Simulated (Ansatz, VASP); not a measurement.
# TlGa in two plane-wave programs

Aim: how closely do two programs agree when they are given the same cell, functional and k mesh? The cell is invented: other elements were put on sites of a known structure type. It may not be a known or stable phase. The cell comes out of the VASP series on this material, whose earlier steps may have relaxed, scaled or displaced it; both programs get it as it stands.

Main program and level: Ansatz 0.2.0; plane waves, with VASP 6.6.1 beside it; single point at PBE and band structure at PBE.

### 1. Starting point

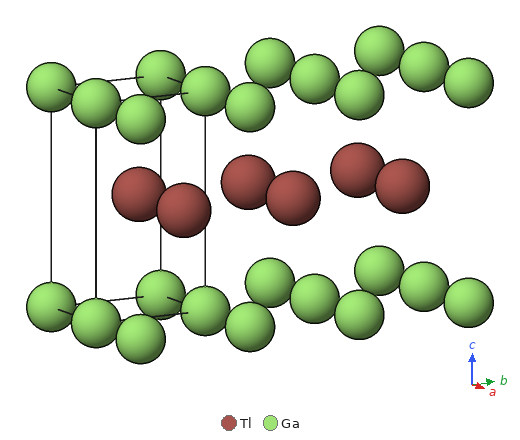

The cell as given, slightly off an axis (thallium brown, gallium green). 2×3×1 cells are drawn. Some periodic images of atoms are drawn too.

### 2. Ansatz: single point, PBE

Ansatz runs on its default PAW (the set named soft_2) files.

With cell and atoms fixed, the geometry can't cause a difference; cores, projectors, grids and the points listed under the comparison can.

input.yaml reads:

```yaml
crystal:
  lattice:
    - [3.4917025654, 0.0, 0.0]
    - [-1.7458512828, 3.0239031263, 0.0]
    - [0.0, 0.0, 4.8715932488]
  atoms:
    - { symbol: Tl, position: [0.33333333, 0.66666667, 0.5] }
    - { symbol: Ga, position: [0.0, 0.0, 0.0] }
hamiltonian:
  xc: pbe
  pseudopotentials: { kind: paw }
kpoints:
  mp_grid: { grid: [7, 7, 5] }
scf:
  occupations: { method: methfessel_paxton, width: 0.2 }
  n_extra_bands: 4
output:
  forces: true
  stress: true
  eigenvalues: true
  write_density: true
  write_potential: true
  elf: true
  volumetric_format: npy
```

Command:

```console
ansatz run input.yaml --threads 2 --pin off --max-ram 4608MiB --backend cpu --events-out ev --progress --plain --runs-dir out
```

Numbers of over 12 decimals in the logs are rounded to 6 here.

The program printed:

```text
scf.n_extra_bands = 4 over 13 filled bands (N_el = 26.0): the run solves 17 bands
Engine: ansatz 0.2.0, aarch64-unknown-linux-gnu
Pseudopotentials: kind: paw
Pseudopotential: Tl, paw, valence charge 13, recommended cutoff 420 eV (normal), Tl.paw.azcp
Pseudopotential: Ga, paw, valence charge 13, recommended cutoff 420 eV (normal), Ga.paw.azcp
Functional definition: PBE
  parameter kappa = 0.804
  parameter beta = 0.066725
  exchange = pbe_x(kappa = kappa, mu = beta*pi^2/3)
  correlation = pbe_c(beta = beta)
Crystal: 2 atoms, lattice volume = 51.437 Å³
Basis set: ecut = 420 eV, 983 PW (Γ), exchange–correlation on 48×48×72 points (8 copies of the dense FFT grid, shifted against one another)
Bands: 17, of which v1, the nominal top of the filled ones, is band 13 counted from 1 (12 counted from 0)
Symmetry: 12 space group operations
Space group: P-6m2 (ITA 187), of the structure as read, at distance tolerance 3.7e-5 Å
k-points: 24 of 245 (time reversal used)
Non-local potential: Tl, projectors of the file, l = 0: 2, l = 1: 2, l = 2: 2, l = 3: 1
Non-local potential: Ga, projectors of the file, l = 0: 2, l = 1: 2, l = 2: 3, l = 3: 1
PAW form: soft (Blöchl's): semilocal exchange-correlation on the pseudo side does not see the compensation charge
PAW one-centre angular grid: Tl, 590 points (default); XC on 64 Gauss nodes
PAW one-centre angular grid: Ga, 590 points (default); XC on 64 Gauss nodes
Initial density: superposition of atomic densities (neutral atoms: chi_scale 0, normalization atom), corrected by the library's trained network
Initial wavefunctions: pseudopotential atomic-orbital guess
Functional: x = pbe(κ = 0.804, μ = 0.219515), c = pbe(β = 0.066725)
SCF iter   1: F=—  HF=-15226.887851 eV  |F-HF|=—  |Δ(HF+E_count)|=         —  Δρ=2.08e-3  dr2=2.67e-3  ethr=1.77e-3  ⟨swp⟩=5.6  Hψ=2011  notcnv=0
preconditioner: auto → none  [insulator: Δε(μ)=0.146 eV  Ē_g=14.898 eV  σ=0.200 eV  W_gap=0.56  n_scr=8 (ndim 8)  ℏωp=26.4 eV  f_vac=0.000  D(μ)=1.22/eV (n_scr^D=2)  ε∞_Penn≈4.1]
SCF iter   2: F=—  HF=-15226.886363 eV  |F-HF|=—  |Δ(HF+E_count)|=   1.49e-3  S|Δr|=    0.00e0  Δρ=9.59e-4  dr2=4.48e-4  ethr=1.03e-5  ⟨swp⟩=1.8  Hψ=702  notcnv=0
SCF iter   3: F=—  HF=-15226.886388 eV  |F-HF|=—  |Δ(HF+E_count)|=   2.49e-5  S|Δr|=    0.00e0  Δρ=2.60e-4  dr2=9.93e-5  ethr=1.72e-6  ⟨swp⟩=2.6  Hψ=627  notcnv=0
SCF iter   4: F=—  HF=-15226.886360 eV  |F-HF|=—  |Δ(HF+E_count)|=   2.79e-5  S|Δr|=    0.00e0  Δρ=7.01e-5  dr2=2.21e-6  ethr=3.82e-7  ⟨swp⟩=2.0  Hψ=574  notcnv=0
SCF iter   5: F=—  HF=-15226.886361 eV  |F-HF|=—  |Δ(HF+E_count)|=   8.39e-7  S|Δr|=    0.00e0  Δρ=2.52e-5  dr2=1.66e-7  ethr=8.52e-9  ⟨swp⟩=2.8  Hψ=736  notcnv=0
SCF iter   6: F=-15226.886361 eV  HF=-15226.886361 eV  |F-HF|=2.73e-9  |Δ(HF+E_count)|=   1.15e-7  S|Δr|=    0.00e0  Δρ=4.68e-6  dr2=6.38e-9  ethr=3.85e-10  ⟨swp⟩=7.9  Hψ=2617  notcnv=0
SCF 1 converged in 6 iterations: F = -15226.886361 eV  dr2 = 6.38e-9
  greatest PAW one-centre occupation: 0.995 electrons in one spin orbital (limit 2), on the Ga atom at site 1 (counted from 0), in its partial waves of l = 2
SCF converged after 6 iterations
Stability not checked: this state was not tested for a lower state beside it, because cold or Methfessel-Paxton smearing, or corrected tetrahedra, fill the levels in a way that the test cannot read (fill_not_monotonic; see scf.lower_state_search)
Free energy (F): -15226.886361 eV
Harris-Foulkes:  -15226.886361 eV  (|F-HF|=2.73e-9)
Internal energy: -15226.888424 eV  (E = F + TS)
E sigma→0 (E₀):  -15226.886877 eV
Entropy (-TS):   0.002064 eV (1.032 meV/atom)
Fermi energy:    9.313869 eV
--- Per-component energies (eV) ---
  E_band       = -51.790013
  E_kinetic    = 447.362084
  E_local      = -2819.010260  (includes V_loc(G=0)·N_el)
  E_nonlocal   = 738.373336
  E_hartree    = 1228.908362
  E_xc         = -299.556823
  E_vxc        = -199.445421  (∫ρ·V_xc dr)
  E_paw        = -12148.818209  (= ΣΔE_a)
  E_vpaw       = -676.887672  (= ΣTr[D̂ρ^β])
  E_aug_tail   = -0.000096  (compensation charges beyond the density's cutoff)
  E_ewald      = -2374.146819
  E_smearing   = 0.002064  (= −TS)
  E_closure    = 0.000000  (closes the sum)
  Σ components = -15226.886361   (vs F -15226.886361, Δ=0.00e0)
--- Forces (eV/Å), atoms counted from 1 ---
  atom   1  Tl    -0.00000000    -0.00000000     0.00000000
  atom   2  Ga     0.00000000     0.00000000     0.00000000
  max |Σ_I F_I| component: 9.25e-18 eV/Å
--- Stress (GPa, compression-positive) ---
        0.115248       0.000000       0.000000
        0.000000       0.115248       0.000000
        0.000000       0.000000       0.630666
  P = ⅓ Tr σ = 0.2871 GPa (2.871 kbar)
--- Band table (eV; the first three rows and the last of 24) ---
  k-point 0: bands = [... 9 lower, -2.1975, -0.8906, 5.7397, 6.7083, 15.1161, 15.1161, 17.8446, 17.8446]
  k-point 1: bands = [... 9 lower, -2.2004, -0.6248, 3.6774, 9.2631, 15.2844, 15.2844, 17.8302, 17.8302]
  k-point 2: bands = [... 9 lower, -2.2054, 0.1548, 1.7736, 12.6475, 15.6066, 15.6066, 16.3002, 17.7839]
  k-point 23: bands = [... 9 lower, -2.1580, 4.1638, 5.2164, 7.5628, 8.2586, 9.1790, 10.3939, 16.6473]
```

The job ended after 2.8 s (2 threads of Arm Neoverse N1, shared host; peak memory 0.31 GiB).

Reading the cycles: dr2 is the Hartree energy of the density residual (eV), the measure of convergence; HF is the Harris–Foulkes estimate of the energy, which meets the free energy F at convergence.

The run ends at a pressure of 0.29 GPa.

### 3. VASP: single point, PBE

The same cell, functional, mesh and smearing now go to VASP, with its own data sets and cutoff.

Lines of VASP's logs that name or quote its potential files are left out, and so is its time.

INCAR reads:

```
SYSTEM = TlGa
PREC = Accurate
ENCUT = 400
EDIFF = 1E-06
NELM = 100
ISMEAR = 1
SIGMA = 0.2
LREAL = .FALSE.
ALGO = Normal
GGA = PE
LORBIT = 11
LWAVE = .FALSE.
LCHARG = .TRUE.
ISIF = 2
LELF = .TRUE.
LVHAR = .TRUE.
```

POSCAR reads:

```
TlGa
1.0
    3.4917025654      0.0000000000      0.0000000000
   -1.7458512828      3.0239031263      0.0000000000
    0.0000000000      0.0000000000      4.8715932488
Tl Ga
1 1
Direct
    0.3333333300      0.6666666700      0.5000000000
    0.0000000000      0.0000000000      0.0000000000
```

KPOINTS reads:

```
Automatic mesh
0
Gamma
7 7 5
0 0 0
```

Potentials, in the order of the species: Tl_d and Ga_d (PBE family, release 64).

Command:

```console
mpirun -np 1 vasp_std
```

The program printed:

```text
[banner, memory and clock lines left out]
running    1 mpi-ranks, on    1 nodes
 distrk:  each k-point on    1 cores,    1 groups
 distr:  one band on    1 cores,    1 groups

 POSCAR found type information on POSCAR TlGa
 POSCAR found :  2 types and       2 ions
 LDA part: xc-table for (Slater+PW92), standard interpolation
 POSCAR, INCAR and KPOINTS ok, starting setup
 FFT: planning ... GRIDC
 FFT: planning ... GRID_SOFT
 FFT: planning ... GRID
 WAVECAR not read
 entering main loop
       N       E                     dE             d eps       ncg     rms          rms(c)
DAV:   1     0.123296767868E+03    0.12330E+03   -0.12659E+04   872   0.186E+03
DAV:   2     0.842081443957E+00   -0.12245E+03   -0.12037E+03   848   0.332E+02
DAV:   3    -0.482421226638E+01   -0.56663E+01   -0.55996E+01  1088   0.730E+01
DAV:   4    -0.490084552480E+01   -0.76633E-01   -0.76338E-01   873   0.759E+00
DAV:   5    -0.490263782837E+01   -0.17923E-02   -0.17918E-02  1064   0.120E+00    0.290E+00
DAV:   6    -0.485777974536E+01    0.44858E-01   -0.98421E-02   938   0.309E+00    0.203E+00
DAV:   7    -0.484994379202E+01    0.78360E-02   -0.34060E-02   938   0.173E+00    0.695E-01
DAV:   8    -0.484922550335E+01    0.71829E-03   -0.32739E-03   906   0.599E-01    0.441E-02
DAV:   9    -0.484923343488E+01   -0.79315E-05   -0.10795E-04   913   0.838E-02    0.136E-02
DAV:  10    -0.484923725916E+01   -0.38243E-05   -0.63413E-06   871   0.247E-02    0.313E-03
DAV:  11    -0.484923791604E+01   -0.65687E-06   -0.83316E-07   503   0.888E-03
   1 F= -.48492379E+01 E0= -.48498987E+01  d E =0.198240E-02
```

From OUTCAR (step 3):

```text
ion  position               nearest neighbor table
   1  0.333  0.667  0.500-   2 3.16   2 3.16   2 3.16   2 3.16   2 3.16   2 3.16
   2  0.000  0.000  0.000-   1 3.16   1 3.16   1 3.16   1 3.16   1 3.16   1 3.16

  LATTYP: Found a hexagonal cell.
 ALAT       =     3.4917025654
 C/A-ratio  =     1.3951913594

 Subroutine GETGRP returns: Found 12 space group operations
 (whereof 12 operations were pure point group operations)

The static configuration has the point symmetry D_3h.

 Found     24 irreducible k-points:

   k-points           NKPTS =     24   k-points in BZ     NKDIM =     24   number of bands    NBANDS=     17

   dimension x,y,z NGX =    24 NGY =   24 NGZ =   32
   dimension x,y,z NGXF=    48 NGYF=   48 NGZF=   64

   ENCUT  =  400.0 eV  29.40 Ry    5.42 a.u.   5.69  5.69  7.94*2*pi/ulx,y,z

   NELECT =      26.0000    total number of electrons

 k-points in reciprocal lattice and weights: Automatic mesh
   0.00000000  0.00000000  0.00000000       0.004
   0.14285714  0.00000000  0.00000000       0.024
   0.28571429  0.00000000  0.00000000       0.024
   0.42857143 -0.00000000  0.00000000       0.024
   0.14285714  0.14285714  0.00000000       0.024
   0.28571429  0.14285714  0.00000000       0.049
   0.42857143  0.14285714  0.00000000       0.024
   0.28571429  0.28571429  0.00000000       0.024
   0.00000000  0.00000000  0.20000000       0.008
[...]
0.42857143  0.14285714  0.40000000       0.049
   0.28571429  0.28571429  0.40000000       0.049

 average (electrostatic) potential at core
       1 -84.2004       2 -65.0612

 E-fermi :   5.6489

 k-point     1 :       0.0000    0.0000    0.0000
  band No.  band energies     occupation
    ...
      9      -5.8550      2.00000
     10      -5.8550      2.00000
     11      -4.5593      2.00000
     12       2.0691      2.00000
     13       3.0453      2.00000
     14      11.4527      0.00000
     15      11.4527      0.00000
     16      14.1863      0.00000
     17      14.1982      0.00000

 k-point     2 :       0.1429    0.0000    0.0000
  band No.  band energies     occupation
    ...
      9      -5.9171      2.00000
     10      -5.8649      2.00000
     11      -4.1985      2.00000
     12       2.2764      2.00000
     13       3.4741      2.00000
     14       8.8798     -0.00000
     15      10.4144      0.00000
     16      12.5662      0.00000
     17      14.9998      0.00000

 k-point     3 :       0.2857    0.0000    0.0000
  band No.  band energies     occupation
    ...
      9      -5.8871      2.00000
     10      -5.8486      2.00000
     11      -3.0989      2.00000
     12       2.6495      2.00000
     13       4.6709      2.00000
     14       5.7541      0.23227
     15       9.0750     -0.00000
     16      10.2564      0.00000
     17      12.3682      0.00000

  Total       -0.0342704     -0.0342704      0.1389557      0.0000000      0.0000000      0.0000000
  in kB       -1.0674635     -1.0674635      4.3282335      0.0000000      0.0000000      0.0000000
  external PRESSURE =       0.7311022 kB  Pullay stress =       0.0000000 kB

  energy-cutoff  :      400.00
  volume of cell :       51.44
      direct lattice vectors                 reciprocal lattice vectors
     3.491702565  0.000000000  0.000000000     0.286393237  0.165349212  0.000000000
    -1.745851283  3.023903126  0.000000000     0.000000000  0.330698425  0.000000000
     0.000000000  0.000000000  4.871593249     0.000000000  0.000000000  0.205271653

 POSITION                                       TOTAL-FORCE (eV/Angst)
 -----------------------------------------------------------------------------------
     -0.00000      2.01594      2.43580        -0.000000      0.000000      0.000000
      0.00000      0.00000      0.00000         0.000000     -0.000000      0.000000
 -----------------------------------------------------------------------------------
    total drift:                                0.000010     -0.000006     -0.000000

  FREE ENERGIE OF THE ION-ELECTRON SYSTEM (eV)
  ---------------------------------------------------
  free  energy   TOTEN  =        -4.8492379160 eV

  energy  without entropy=       -4.8512203160  energy(sigma->0) =       -4.84989872

 total charge
# of ion       s       p       d       tot
------------------------------------------
    1        1.164   0.420   9.641  11.225
    2        1.087   0.421   9.933  11.442
--------------------------------------------------
tot          2.251   0.841  19.575  22.667

[... 3 further parts left out ...]
```

The run ends at a pressure of 0.07 GPa.

### 4. Side by side

Known differences besides the PAW data sets themselves: the cutoff is 420 eV in Ansatz and 400 eV in VASP; VASP leaves aspherical gradient terms in its spheres out (LASPH is not set), Ansatz keeps them. Total energies have different zeros and are not compared.

The two programs side by side:

| quantity | Ansatz | VASP | difference |
| --- | --- | --- | --- |
| pressure (GPa) | 0.29 | 0.07 | +0.21 |

### 5. VASP: band structure, PBE

Levels along a path test the potential and the projectors away from the mesh points.

Changes to INCAR since step 3:

```diff
@@ -12,5 +12,2 @@
 LWAVE = .FALSE.
-LCHARG = .TRUE.
-ISIF = 2
-LELF = .TRUE.
-LVHAR = .TRUE.
+LCHARG = .FALSE.
```

POSCAR is that of step 3.

KPOINTS is that of step 3.

KPOINTS_OPT reads:

```
Line mode
16
Line-mode
Reciprocal
  0.00000000   0.00000000   0.00000000 GAMMA
  0.50000000   0.00000000   0.00000000 M

  0.50000000   0.00000000   0.00000000 M
  0.33333333   0.33333333   0.00000000 K

  0.33333333   0.33333333   0.00000000 K
  0.00000000   0.00000000   0.00000000 GAMMA

  0.00000000   0.00000000   0.00000000 GAMMA
  0.00000000   0.00000000   0.50000000 A

  0.00000000   0.00000000   0.50000000 A
  0.50000000   0.00000000   0.50000000 L

  0.50000000   0.00000000   0.50000000 L
  0.33333333   0.33333333   0.50000000 H

  0.33333333   0.33333333   0.50000000 H
  0.00000000   0.00000000   0.50000000 A

  0.50000000   0.00000000   0.50000000 L
  0.50000000   0.00000000   0.00000000 M

  0.33333333   0.33333333   0.00000000 K
  0.33333333   0.33333333   0.50000000 H
```

Command:

```console
mpirun -np 1 vasp_std
```

The program printed:

```text
[... set-up lines as in an earlier step ...]
 entering main loop
       N       E                     dE             d eps       ncg     rms          rms(c)
[... 11 cycles as in an earlier step ...]
   1 F= -.48492379E+01 E0= -.48498987E+01  d E =0.198240E-02
 Start KPOINTS_OPT (optional k-point list driver)
k-point batch [1-24\144]
       N       E                     dE             ncg
DAV:   1    -0.407147623774E+03   -0.12991E+05      864
DAV:   2    -0.337626031257E+04   -0.29691E+04      842
DAV:   3    -0.351151649985E+04   -0.13526E+03     1016
DAV:   4    -0.351324159848E+04   -0.17251E+01      898
DAV:   5    -0.351328266709E+04   -0.41069E-01     1080
DAV:   6    -0.351328394288E+04   -0.12758E-02      993
DAV:   7    -0.351328396259E+04   -0.19709E-04      966
DAV:   8    -0.351328396296E+04   -0.37156E-06      631
[...]
k-point batch [121-144\144]
       N       E                     dE             ncg
DAV:   1    -0.344950378146E+03   -0.20878E+05      850
DAV:   2    -0.329634960827E+04   -0.29514E+04      851
DAV:   3    -0.343515678831E+04   -0.13881E+03      976
DAV:   4    -0.343717102050E+04   -0.20142E+01      885
DAV:   5    -0.343721516679E+04   -0.44146E-01     1036
DAV:   6    -0.343721683057E+04   -0.16638E-02     1022
DAV:   7    -0.343721685434E+04   -0.23768E-04      996
DAV:   8    -0.343721685463E+04   -0.29258E-06      534
```

From OUTCAR (step 5):

```text
[... 6 parts as in an earlier step ...]

[... 1 further part left out ...]
[key lines of the parts left out:]
E-fermi :   5.6489
```

The run ends at a pressure of 0.07 GPa.

### 6. Ansatz: band structure, PBE

The same cell, functional, mesh and smearing now go to Ansatz, which takes its cutoff from its data sets.

The cell comes out of the VASP series on this material, whose earlier steps may have relaxed, scaled or displaced it; both programs get it as it stands.

input.yaml, the sections that differ from step 2:

```yaml
kpoints:
  mp_grid: { grid: [7, 7, 5] }
  band_path:
    path:
      - [0.0, 0.0, 0.0]
      - [0.13333, 0.0, 0.0]
      - [0.3, 0.0, 0.0]
      - [0.46667, 0.0, 0.0]
      - [0.46667, 0.06667, 0.0]
      - [0.41111, 0.17778, 0.0]
      - [0.35556, 0.28889, 0.0]
      - [0.28889, 0.28889, 0.0]
      - [0.17778, 0.17778, 0.0]
      - [0.06667, 0.06667, 0.0]
      - [0.0, 0.0, 0.03333]
      - [0.0, 0.0, 0.2]
      - [0.0, 0.0, 0.36667]
      - [0.0, 0.0, 0.5]
      - [0.16667, 0.0, 0.5]
      - [0.3, 0.0, 0.5]
      - [0.46667, 0.0, 0.5]
      - [0.46667, 0.06667, 0.5]
      - [0.41111, 0.17778, 0.5]
      - [0.35556, 0.28889, 0.5]
      - [0.28889, 0.28889, 0.5]
      - [0.17778, 0.17778, 0.5]
      - [0.06667, 0.06667, 0.5]
      - [0.5, 0.0, 0.46667]
      - [0.5, 0.0, 0.3]
      - [0.5, 0.0, 0.13333]
      - [0.33333, 0.33333, 0.0]
      - [0.33333, 0.33333, 0.16667]
      - [0.33333, 0.33333, 0.33333]
      - [0.33333, 0.33333, 0.5]
    npoints: 1
scf:
  occupations: { method: methfessel_paxton, width: 0.2 }
  n_extra_bands: 7
output:
  forces: true
  stress: true
  eigenvalues: true
# crystal, hamiltonian: as in step 2
```

Command:

```console
ansatz run input.yaml --threads 2 --pin off --max-ram 4608MiB --backend cpu --events-out ev --progress --plain --runs-dir out
```

The program printed:

```text
[...]
Crystal: 2 atoms, lattice volume = 51.437 Å³
Basis set: ecut = 420 eV, 983 PW (Γ), exchange–correlation on 48×48×72 points (8 copies of the dense FFT grid, shifted against one another)
Bands: 20, of which v1, the nominal top of the filled ones, is band 13 counted from 1 (12 counted from 0)
[... 1 set-up line as in the run before ...]
[...]
k-points: 24 of 245 (time reversal used)
[...]
k-point 0: bands = [... 9 lower, -2.1976, -0.8906, 5.7398, 6.7083, 15.1162, 15.1162, 17.8446, 17.8446, ... 3 higher]
  k-point 1: bands = [... 9 lower, -2.2006, -0.6248, 3.6774, 9.2632, 15.2845, 15.2845, 17.8302, 17.8302, ... 3 higher]
  k-point 2: bands = [... 9 lower, -2.2055, 0.1548, 1.7736, 12.6475, 15.6067, 15.6067, 16.3002, 17.7838, ... 3 higher]
  k-point 23: bands = [... 9 lower, -2.1581, 4.1638, 5.2164, 7.5628, 8.2586, 9.1790, 10.3939, 16.6473, ... 3 higher]
[key lines of the parts left out:]
SCF converged after 5 iterations
Free energy (F): -15226.886361 eV
Fermi energy:    9.313884 eV
P = ⅓ Tr σ = 0.2871 GPa (2.871 kbar)
```

The job ended after 3.7 s (2 threads; peak memory 0.31 GiB; 6.7 s of CPU time).

### 7. Differences

Compared:

| quantity | Ansatz | VASP | difference |
| --- | --- | --- | --- |
| pressure (GPa) | 0.29 | 0.07 | +0.21 |

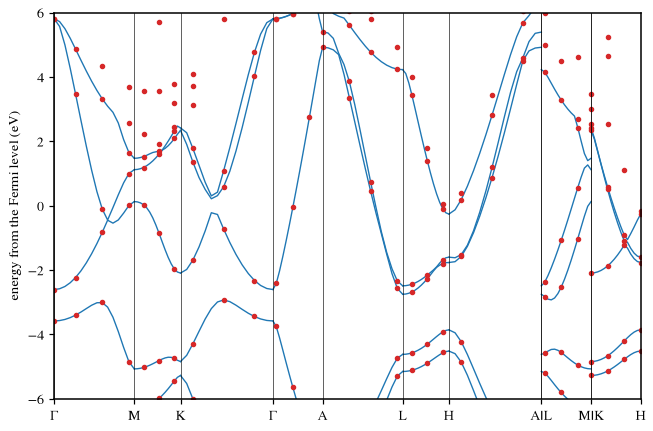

Bands from VASP (lines) and levels from Ansatz (dots). Dots without a line are higher empty bands that the VASP plot leaves out.

Levels from 3 eV below to 2 eV above the Fermi level differ by 2 meV r.m.s. and 7 meV at most; each VASP level is matched to the nearest of Ansatz, which flatters the figure a little.

### 8. Results

```yaml
difference_in_pressure_single_point_pbe: 0.21 GPa
r_m_s_difference_of_levels_near_the_fermi_level_band_structure_pbe: 2.0 meV
```

**Reading.** The difference in pressure is 0.21 GPa (single point, PBE), within the 1 GPa picked in this series as the mark of a large difference. Differences of this kind measure data sets and numerical settings, not the functional's error against experiment.

[Lines on the potential files, build, host, timing and source positions are cut from VASP's logs without a mark.]

[Logs are printed without paths, hosts, clocks, repeated set-up lines and the standing remarks that a program may print on its own settings, such as how far it seeks lower states.]

[Hosts, paths, dates, database ids (printed as entryN), source tags and the programs' standing remarks are cut or masked in the printed files.]
